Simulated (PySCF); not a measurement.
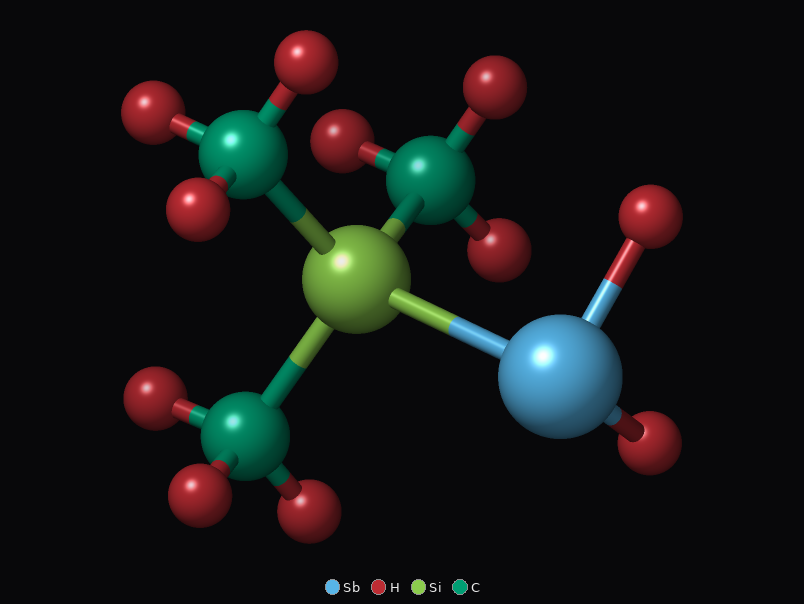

The computed structure is the end point of a PBE0-D3(BJ)/def2-SVP optimisation. No frequency run is at hand to confirm it as a minimum.

Give the structural formula.

SMILES: C[Si](C)(C)[SbH2]

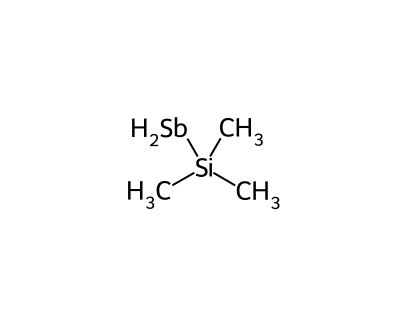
